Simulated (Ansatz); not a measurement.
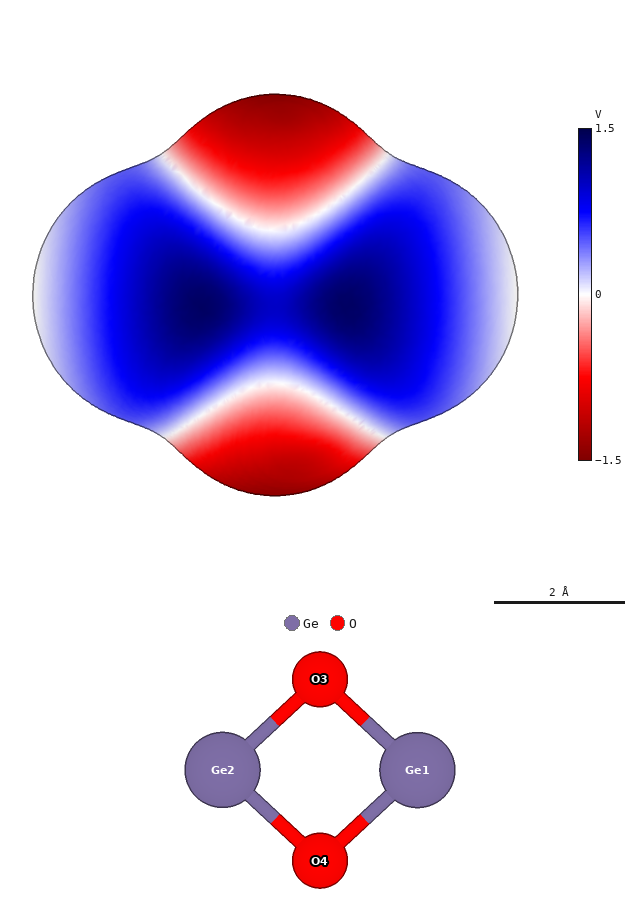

Ge₂O₂. The molecular electrostatic potential painted on the density surface at 0.001 e/bohr³, seen across its widest extent; the colour scale runs from red (negative) to blue (positive). The bare structure is drawn below in the same view.

Geometry: PBE-D4/def2-SVP.

Level of theory: RKS PBE0-D4/def2-TZVP (Ansatz 0.2.0).

Q: Describe the electrostatic potential map.

A: The most negative region (about −1.4 V, or −32 kcal/mol for a unit charge) lies over O3 and O4, the most positive (about +1.4 V, or +32 kcal/mol for a unit charge) over Ge1 and Ge2.
